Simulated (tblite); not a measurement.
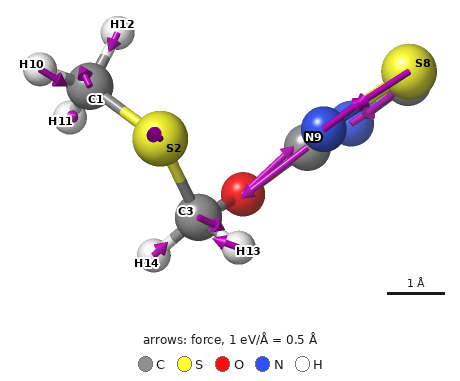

Starting geometry of C$_{4}$H$_{5}$N$_{2}$OS$_{2}$ (multiplicity 2) with the computed forces as purple arrows. The picture is a ball-and-stick view, seen face on.

Level of theory: tblite, GFN2-xTB geometry optimisation, gas phase. 

**Is this structure relaxed? If not, where do the atoms go?**

It isn't relaxed: the largest force vector, on a C atom, is 2.99 eV/Å. The final displacements have little in common with the starting forces (cosine between the two patterns 0.16). The atom that moves furthest after the best rigid fit is an H atom (0.99 Å). By element the largest moves are H 0.99 Å, S 0.59 Å, N 0.50 Å, O 0.46 Å, C 0.21 Å. Near-neighbour distances that change, for instance: N–S 1.823 → 1.652 Å, C–O 1.443 → 1.330 Å, C–S 1.657 → 1.713 Å, C–N 1.313 → 1.268 Å. Among the angles between lasting bonds that change: C–S–C 111.8° → 98.2°, O–C–H 104.8° → 111.9°, S–C–H 111.6° → 107.0°. Groups turn about C–S by about 50°. Over 104 geometry steps the energy falls by 0.861 eV.
